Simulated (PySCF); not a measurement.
## Electronic structure of C5H6ClF3Si in real space

Input file:

```
{"job": {"kind": "nmr", "xc": "PBE0", "basis": "pcSseg-1"}, "charge": 0, "multiplicity": 1}
F     -2.163191    -0.099082    -1.256838
C     -1.662043    -0.988028    -0.389479
F     -1.154928    -1.991813    -1.129777
F     -2.702171    -1.502609     0.280257
C     -0.614174    -0.395378     0.525699
C     -0.945315     0.961471     1.095226
Cl    -2.150760     1.391269     2.217437
C      0.014624     1.602017     0.429693
C      0.531494     0.347164    -0.222934
Si     2.298298    -0.187578     0.262910
H     -0.314556    -1.163147     1.240913
H      0.333855     2.623685     0.377434
H      0.398427     0.336711    -1.305816
H      2.386029    -0.160067     1.721913
H      2.511443    -1.536544    -0.256821
H      3.225370     0.770873    -0.333744
```

Command:

```sh
OMP_NUM_THREADS=1 python probes_run.py task.json out
```

Geometry: GFN2-xTB.

Level of theory: PBE0/pcSseg-1, SCF density, gas phase, non-relativistic (PySCF 2.14.0).

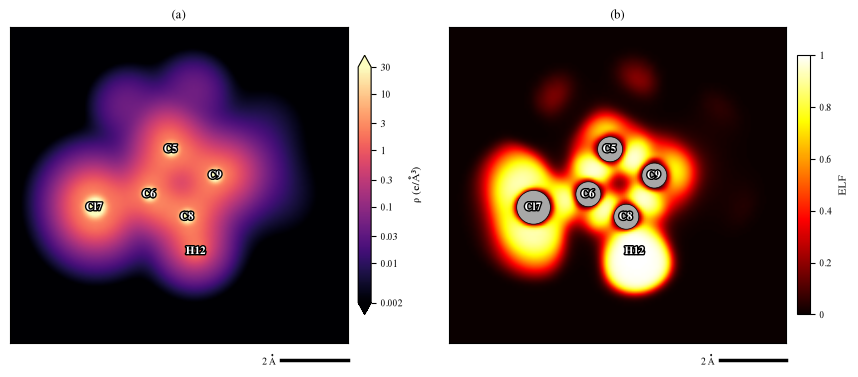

Figure 1. (a) electron density; (b) electron localisation function on the plane of atoms C5, C6 and Cl7. Grey discs cover the atomic cores in the ELF map.

Q: Interpret the plot.

A: The section cuts through C, Cl and H sites. C–C (1.33 Å): the density is about 2.3 e/Å³ at the midpoint; the ELF peaks at about 0.90 between the atoms; a short, multiple covalent bond. C–Cl (1.70 Å): the density is about 1.5 e/Å³ at the midpoint; the ELF peaks at about 0.90 between the atoms, as expected for localised, covalent bonding. C–H (1.07 Å): ρ at the midpoint is about 2.1 e/Å³; the ELF climbs to about 1 towards the hydrogen, as it does in any bond to H; an ordinary covalent bond to hydrogen. C–C (1.51 Å): ρ is about 1.7 e/Å³ halfway; the ELF peaks at about 0.95 between the atoms (a covalent bond). The ELF also peaks beside Cl7, away from the bonds: lone-pair regions.

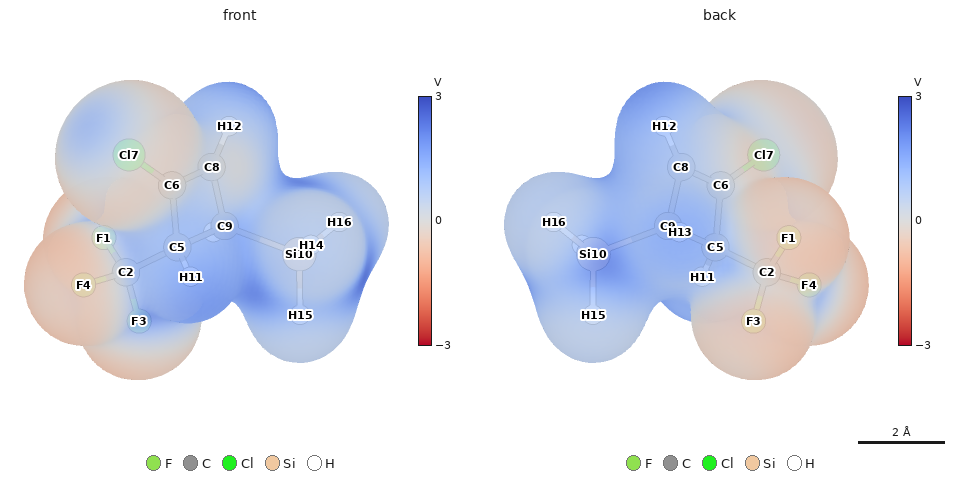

Figure 2. The molecular electrostatic potential painted on the density surface at 0.004 e/bohr³, seen from the front and from behind; the colour scale runs from red (negative) to blue (positive).

Q: Describe the electrostatic potential map.

A: The most negative region (about −0.7 V) lies over F1, F3 and F4, the most positive (about +2.1 V) over Si10. Cl7 shows a σ-hole: about +1.0 V at the tip opposite its bond, against about −0.3 V on its flanks.
